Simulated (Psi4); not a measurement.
**TiH4O4 (SMILES O[Ti](O)(O)O) at 4 levels**

Aim: a comparison of 4 runs (B2PLYP/def2-SVP, CAM-B3LYP/def2-SVP, wB97M-V/def2-SVP, wB97X/def2-SVP) of TiH4O4. 

Program for the calculation: Psi4 1.11.

**1. Starting point**

The species is TiH4O4 (9 atoms), meant as a singlet with charge 0. As SMILES, `O[Ti](O)(O)O`. One bond was lengthened or shortened from a relaxed shape.

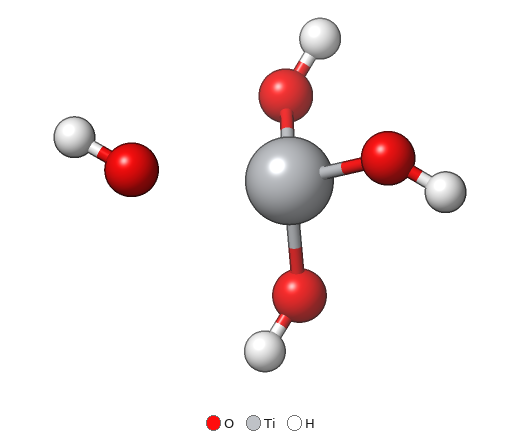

Viewed from a chosen angle; oxygen red, titanium light grey, hydrogen white.

**2. A single-point energy at B2PLYP/def2-SVP (density fitting for correlation) (run 1)**

Input file job.inp:

```
memory 2.2 GB

molecule {
  O
  Ti 1 r2
  O 2 r3 1 a3
  O 2 r4 3 a4 1 d4
  O 2 r5 4 a5 3 d5
  H 1 r6 2 a6 5 d6
  H 3 r7 2 a7 5 d7
  H 4 r8 2 a8 5 d8
  H 5 r9 2 a9 4 d9

  r2 = 2.701701
  r3 = 1.801132
  a3 = 108.51657
  r4 = 1.80113
  a4 = 109.95189
  d4 = 120.28227
  r5 = 1.801072
  a5 = 108.51925
  d5 = -120.28679
  r6 = 0.957898
  a6 = 129.53954
  d6 = -107.41344
  r7 = 0.9579
  a7 = 129.52252
  d7 = 12.02865
  r8 = 0.957948
  a8 = 129.54218
  d8 = -132.29936
  r9 = 0.957931
  a9 = 129.57975
  d9 = -132.27537
  units angstrom
  symmetry c1
}

set puream true
set e_convergence 1e-09
set d_convergence 1e-08
set scf_type pk
set dft_radial_points 99
set dft_spherical_points 590
set num_frozen_docc 9

E = energy('b2plyp/def2-SVP')
```

Command:

```sh
psi4 job.inp job.out -n 1
```

job.out:

```text
[...]
  Running in c1 symmetry.
[...]
  Nuclear repulsion =  300.392788494859246
[...]
  Multiplicity = 1
[...]
  Nalpha       = 29
  Nbeta        = 29
[...]
    Number of basis functions: 107
[...]
   @RKS iter   1: -1150.82305364760191   -1.18256e+00   1.28552e-02 ADIIS/DIIS
[...]
   @RKS iter  18: -1151.68344282441467   -2.04636e-12   8.22120e-09 DIIS
[...]
  @RKS Final Energy: -1151.68344282441467
   => Energetics <=
    Nuclear Repulsion Energy =            300.3927884948592464
    One-Electron Energy =               -2176.8616536637582612
    Two-Electron Energy =                 761.9226661615875855
    DFT Exchange-Correlation Energy =     -37.1372438171033679
    Empirical Dispersion Energy =           0.0000000000000000
    VV10 Nonlocal Energy =                  0.0000000000000000
    Total Energy =                      -1151.6834428244146693
[...]
 Multipole Moments:
 ------------------------------------------------------------------------------------
     Multipole            Electronic (a.u.)      Nuclear  (a.u.)        Total (a.u.)
 ------------------------------------------------------------------------------------
 L = 1.  Multiply by 2.5417464519 to convert [e a0] to [Debye]
 Dipole X            :          0.1069048           -0.0002323            0.1066725
 Dipole Y            :         -0.1123961            0.0006523           -0.1117437
 Dipole Z            :          2.5789842           -0.8427054            1.7362787
 Magnitude           :                                                    1.7431378
[...]
```

Wall time 24 s (1 thread of AMD EPYC 7R43 (Zen 3), shared host); peak memory 1 GiB.

**3. Energy and forces at CAM-B3LYP/def2-SVP (run 2)**

Input file calc.in:

```
memory 2200 mb

molecule system {
  0 1
  O     -0.187912     1.902563    -1.909093
  Ti     0.000070     0.000090    -0.000050
  O      1.651710    -0.715310    -0.066120
  O     -1.235630    -1.279200    -0.283830
  O     -0.290490     0.726280     1.622320
  H     -0.876132     2.048123    -2.559273
  H      2.270980    -0.885970     0.644480
  H     -1.123140    -2.176250    -0.600550
  H     -0.334770     1.648010     1.879390
  symmetry c1
  no_reorient
  no_com
}

set {
  puream               true
  e_convergence        1e-09
  d_convergence        1e-08
  scf_type             pk
  dft_radial_points    99
  dft_spherical_points 590
}

e, wfn = gradient('cam-b3lyp/def2-SVP', return_wfn=True)
oeprop(wfn, 'QUADRUPOLE', 'WIBERG_LOWDIN_INDICES', 'MULLIKEN_CHARGES')
```

Command:

```sh
psi4 -n 1 calc.in calc.out
```

calc.out:

```text
[...]
  Running in c1 symmetry.
[...]
  Nuclear repulsion =  300.392787300649843
[...]
  Multiplicity = 1
[...]
  Nalpha       = 29
  Nbeta        = 29
[...]
    Number of basis functions: 107
[...]
   @RKS iter   1: -1151.42617591035810   -9.14148e-01   1.40780e-02 ADIIS/DIIS
[...]
   @RKS iter  18: -1152.44336778659363   -1.90994e-11   6.69117e-09 DIIS
[...]
  @RKS Final Energy: -1152.44336778659363
   => Energetics <=
    Nuclear Repulsion Energy =            300.3927873006498430
    One-Electron Energy =               -2178.2093339565567476
    Two-Electron Energy =                 784.1859503822195165
    DFT Exchange-Correlation Energy =     -58.8127715129063233
    Empirical Dispersion Energy =           0.0000000000000000
    VV10 Nonlocal Energy =                  0.0000000000000000
    Total Energy =                      -1152.4433677865936261
[...]
  -Total Gradient:
     Atom            X                  Y                   Z
    ------   -----------------  -----------------  -----------------
       1       -0.024807762292     0.037812449768    -0.055001196373
       2        0.010144418899    -0.028132382204     0.036158434955
       3        0.031706706947    -0.011345831666     0.003885647664
       4       -0.019417730313    -0.025811352110    -0.008981865082
       5       -0.004324212634     0.017495344317     0.028752738868
       6        0.013834803278     0.010610664995     0.000257098856
       7       -0.006646501268     0.000736674605    -0.005100153542
       8       -0.000723175442     0.007367632938     0.003492191822
       9        0.000254703110    -0.008776749676    -0.003461507544
[...]
```

Wall time 73 s (1 thread of AMD EPYC 7R43 (Zen 3), shared host); peak memory 1.1 GiB.

Run 3 isn't shown in full; the table further down has it.

**4. The energy at wB97X/def2-SVP (run 4)**

Input file h4o4ti.inp:

```
memory 2.2 GB

molecule {
  O     -0.35510222     3.59532300    -3.60766292
  Ti     0.00013228     0.00017008    -0.00009449
  O      3.12127954    -1.35173999    -0.12494869
  O     -2.33500229    -2.41733766    -0.53636097
  O     -0.54894654     1.37247029     3.06574049
  H     -1.65564953     3.87039154    -4.83632505
  H      4.29153023    -1.67424065     1.21789069
  H     -2.12242700    -4.11251648    -1.13487502
  H     -0.63262361     3.11428755     3.55153238
  units bohr
  symmetry c1
  no_reorient
  no_com
}

set reference rks
set puream true
set e_convergence 1e-09
set d_convergence 1e-08
set scf_type pk
set dft_radial_points 99
set dft_spherical_points 590

e, wfn = energy('wb97x/def2-SVP', return_wfn=True)
oeprop(wfn, 'DIPOLE', 'MAYER_INDICES', 'MULLIKEN_CHARGES')
```

Command:

```sh
psi4 -i h4o4ti.inp -o h4o4ti.out -n 1
```

h4o4ti.out:

```text
[...]
  Running in c1 symmetry.
[...]
  Nuclear repulsion =  300.392787347535943
[...]
  Multiplicity = 1
[...]
  Nalpha       = 29
  Nbeta        = 29
[...]
    Number of basis functions: 107
[...]
   @RKS iter   1: -1151.45781412928955   -1.24948e+00   1.35718e-02 ADIIS/DIIS
[...]
   @RKS iter  19: -1152.42403685038107   -1.81899e-11   5.57605e-09 DIIS
[...]
  @RKS Final Energy: -1152.42403685038107
   => Energetics <=
    Nuclear Repulsion Energy =            300.3927873475359434
    One-Electron Energy =               -2177.9135227826177470
    Two-Electron Energy =                 783.1423743386557135
    DFT Exchange-Correlation Energy =     -58.0456757539549955
    Empirical Dispersion Energy =           0.0000000000000000
    VV10 Nonlocal Energy =                  0.0000000000000000
    Total Energy =                      -1152.4240368503810714
[...]
 Multipole Moments:
 ------------------------------------------------------------------------------------
     Multipole            Electronic (a.u.)      Nuclear  (a.u.)        Total (a.u.)
 ------------------------------------------------------------------------------------
 L = 1.  Multiply by 2.5417464519 to convert [e a0] to [Debye]
 Dipole X            :          1.3164460           -1.0584318            0.2580141
 Dipole Y            :        -11.9574173           10.7913888           -1.1660284
 Dipole Z            :         12.0887933          -10.8297125            1.2590808
 Magnitude           :                                                    1.7353611
[...]
```

Run time: 44 s. Hardware: 1 thread of AMD EPYC 7R43 (Zen 3), shared host; peak memory 1.1 GiB.

**5. Overview of the runs**

| run | level | task | fitting correlation | energy (Eh) | HOMO energy (eV) | LUMO energy (eV) | HOMO–LUMO gap (eV) | wall time |
| --- | --- | --- | --- | --- | --- | --- | --- | --- |
| 1 | B2PLYP/def2-SVP (density fitting for correlation) | energy | density fitting | -1152.063451 | -7.27 | -1.51 | 5.76 | 24 s |
| 2 | CAM-B3LYP/def2-SVP | gradient | – | -1152.443368 | -7.12 | -1.49 | 5.62 | 73 s |
| 3 | wB97M-V/def2-SVP | energy | – | -1152.352161 | -8.04 | -0.47 | 7.57 | 8.4 min |
| 4 | wB97X/def2-SVP | energy | – | -1152.424037 | -8.11 | -0.56 | 7.55 | 44 s |

**6. Summary of results**

```
            quantity           value
 run 4: total energy  -1152.42404 Eh
run 4: dipole moment          4.41 D
  run 4: HOMO energy        -8.11 eV
  run 4: LUMO energy        -0.56 eV
run 4: HOMO–LUMO gap         7.55 eV
```

What this shows: Over runs 2, 3, 4 the dipole moment (its size) runs from 4.22 D (CAM-B3LYP/def2-SVP) to 4.41 D (wB97X/def2-SVP). The HOMO–LUMO gap runs from 5.62 eV (CAM-B3LYP/def2-SVP) to 7.57 eV (wB97M-V/def2-SVP). Totals of different functionals can't be ranked against each other. All runs together took 11 min, the longest 8.4 min.
